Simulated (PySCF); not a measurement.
## Electronic structure of C8H10 in real space

```yaml
atoms:
  - { symbol: C, position_ang: [2.5376, -0.4157, -0.6505] }
  - { symbol: C, position_ang: [2.1300, 0.8227, 0.0769] }
  - { symbol: C, position_ang: [0.8939, 1.1495, 0.4584] }
  - { symbol: C, position_ang: [-0.3386, 0.4137, 0.2741] }
  - { symbol: C, position_ang: [-0.5962, -0.7791, -0.3094] }
  - { symbol: C, position_ang: [-2.0551, -1.0835, -0.2274] }
  - { symbol: C, position_ang: [-2.6008, 0.1059, 0.4894] }
  - { symbol: C, position_ang: [-1.6047, 0.9510, 0.7671] }
  - { symbol: H, position_ang: [3.6074, -0.4157, -0.8417] }
  - { symbol: H, position_ang: [2.2912, -1.3009, -0.0644] }
  - { symbol: H, position_ang: [2.0150, -0.4900, -1.6040] }
  - { symbol: H, position_ang: [2.9304, 1.5119, 0.3124] }
  - { symbol: H, position_ang: [0.7632, 2.0893, 0.9820] }
  - { symbol: H, position_ang: [0.0925, -1.4561, -0.7746] }
  - { symbol: H, position_ang: [-2.2454, -2.0118, 0.3174] }
  - { symbol: H, position_ang: [-2.5016, -1.2012, -1.2183] }
  - { symbol: H, position_ang: [-3.6434, 0.2205, 0.7243] }
  - { symbol: H, position_ang: [-1.6842, 1.8956, 1.2768] }
```

Geometry: GFN2-xTB.

Computed with PBE0/def2-SVPD, SCF density, gas phase (PySCF).

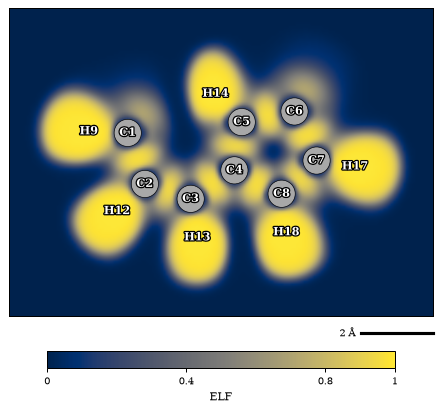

Figure 1. ELF on the plane of atoms C1, C2 and H12. Grey discs cover the atomic cores.

Question: Read the bonding off the picture.

Answer: The plane passes through C and H nuclei. C–C (1.33 Å): the ELF peaks at about 0.95 between the atoms: a multiple bond. C–H (1.07 Å): the ELF climbs to about 1 towards the hydrogen, as it does in any bond to H (a covalent bond by its length). C–C (1.45 Å): the ELF peaks at about 0.95 between the atoms, as expected for a covalent bond. C–C (1.49 Å): the ELF peaks at about 0.95 between the atoms; a covalent bond.

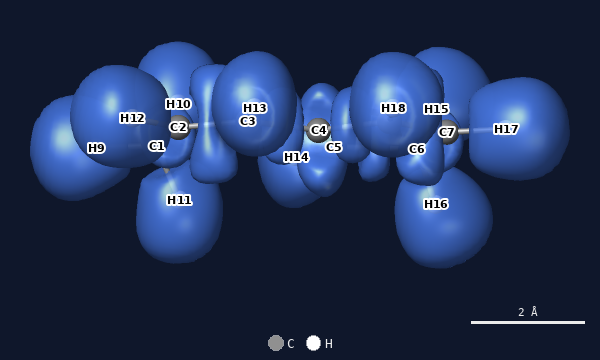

Figure 2. Isosurface of the ELF at 0.75 (blue), seen from one side. Core shells and regions of very low density are left out.

Question: What do the ELF domains correspond to?

Answer: The surface consists of eight regions between bonded C–C atoms (shared pairs) and ten regions around hydrogen nuclei.

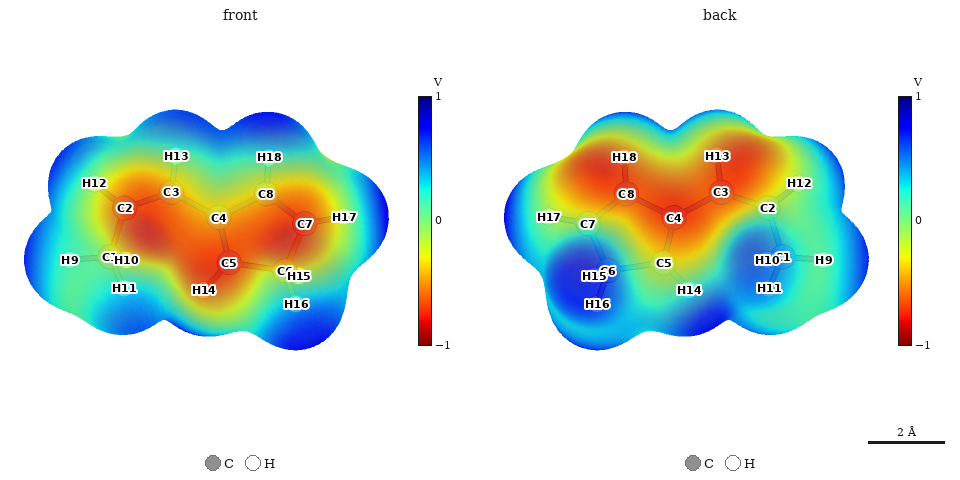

Figure 3. The electrostatic potential painted on the density surface at 0.002 e/bohr³, seen from the front and from behind; red is negative and blue positive.

Question: Which sites attract a positive test charge, and which a negative one?

Answer: A positive charge is drawn to the negative regions and a negative charge to the positive ones. The most negative region (about −0.8 V) lies over the π face of the C atoms, the most positive (about +0.8 V) over the H atoms.
